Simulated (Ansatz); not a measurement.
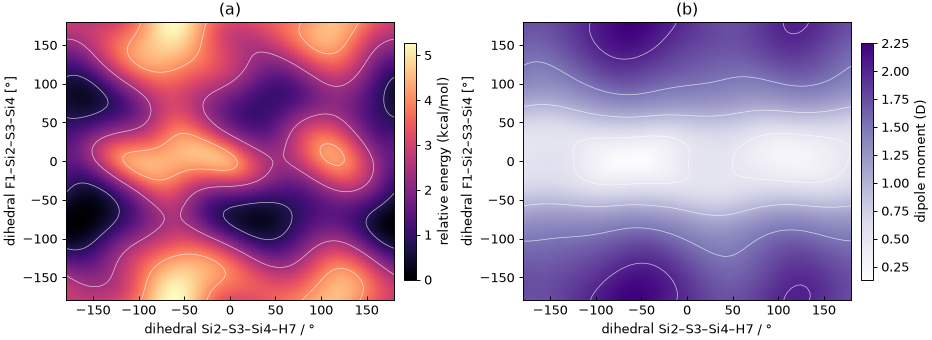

FH4SSi2, SMILES F[SiH2]S[SiH2], spin multiplicity 2. 
- Coordinates scanned: (1) dihedral Si2–S3–Si4–H7; (2) dihedral F1–Si2–S3–Si4.
- Nothing is relaxed (all other coordinates rigid).
- Grid: 18 × 18 points.
- Points are written as (first, second).
- All energies are given in kcal/mol relative to the relaxed molecule at the same level.
- Level of theory: UKS PBE-D4/def2-SVP in Ansatz.

Panel (a) is the energy and panel (b) the computed dipole moment on the same grid.

The picture shows a smooth colour map with a few white contour lines. Between grid points the surface is interpolated.

Q: How does the dipole moment vary over the map, and what is it at the lowest grid point?

A: Leaving out the highest fifth of the energies, it runs from 0.31 D at (140°, 0°) to 1.98 D at (−20°, 160°). At the lowest grid point, (−180°, −80°), it is 1.29 D.

```
dihedral F1–Si2–S3–Si4 ↓, dihedral Si2–S3–Si4–H7 →  −180  −140  −100   −60   −20    20    60   100   140
                                               160  1.68  1.74  2.04  2.20  1.98  1.80  1.75  1.95  1.90
                                               120  1.49  1.52  1.79  1.89  1.73  1.63  1.58  1.69  1.68
                                                80  1.14  1.13  1.32  1.41  1.33  1.30  1.23  1.24  1.27
                                                40  0.60  0.60  0.66  0.67  0.64  0.74  0.68  0.57  0.61
                                                 0  0.51  0.56  0.30  0.14  0.32  0.55  0.47  0.29  0.31
                                               −40  0.76  0.78  0.67  0.69  0.66  0.60  0.65  0.72  0.68
                                               −80  1.29  1.32  1.33  1.41  1.32  1.16  1.20  1.37  1.33
                                              −120  1.61  1.63  1.72  1.88  1.79  1.54  1.52  1.74  1.75
                                              −160  1.75  1.78  1.97  2.19  2.05  1.76  1.69  1.92  1.96
```

The table holds every second grid line.
